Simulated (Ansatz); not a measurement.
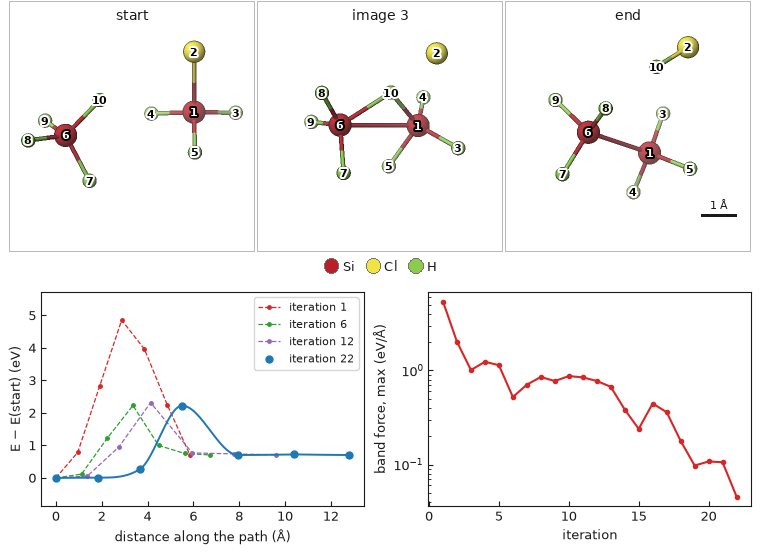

A search for the minimum-energy path of Si2H7Cl, made up at the start of SiH3Cl and SiH4 by the nudged elastic band. Images are numbered from 0 (start) to 6 (end). The plot follows the band through its iterations. The picture is a ball-and-stick view, seen at a tilt.

Method: Ansatz, RKS PBE-D4/def2-SVP. Run with 5 movable images; climbing image; force threshold 0.05 eV/Å; iteration limit 60; starting path through a guess of the saddle point.

Q: How did the profile develop, and is the result final?

A: The run is converged, with reservations. The band converged in 22 iterations. The largest component of the band force went from 5.4 to 0.046 eV/Å. The climbing image converged on the top of the path. Its vibrational analysis gives one imaginary mode (753i cm⁻¹), as a transition state must have. The first iteration put the highest image at 4.85 eV. Forward barrier 2.22 eV, backward barrier 1.52 eV, with image 3 at the top; the reaction energy is +0.71 eV.

Limits of the set-up: the start holds two separate molecules, 3.0 Å apart at their closest, whose relative position is a soft coordinate.

Cost: 2.6 min on 2 threads of Arm Neoverse V1, with other jobs on the host, peak memory 0.13 GiB.
